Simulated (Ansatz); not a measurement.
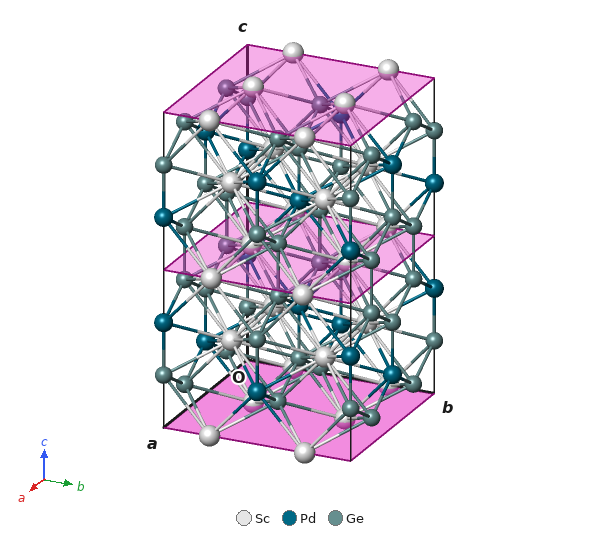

Crystal: Sc2Ge3Pd, the end point of a relaxation (final pressure about 5.5 GPa) with DFT, PAW plane waves, r2scan+U (Ansatz 0.2.0); the starting structure was generated, so it need not be a known form of this composition. Every member of one family of equally spaced planes, hx + ky + lz = a whole number, that cuts the unit cell is shaded (one member passes through the origin O). All values are computed from the atomic coordinates in the standard setting (tolerance 0.002 Å).

a = 7.898 Å, b = 8.290 Å, c = 13.679 Å, α = 90.00°, β = 90.00°, γ = 90.00°.

**Index the planes.**

(0 0 2); the opposite sign names the same planes. The member next to the origin meets the axes a never, b never, c at 1/2.

**What is the spacing?**

d = 6.840 Å.

**Which atoms of the cell lie in these planes (within 0.03 Å)?**

8 of the 16 Sc.

**The space group is Fmmm, No. 69. How many reflections hkl are equivalent to this one (itself included), and does it occur?**

2 reflections are equivalent in the Laue class mmm. The space group allows the reflection.
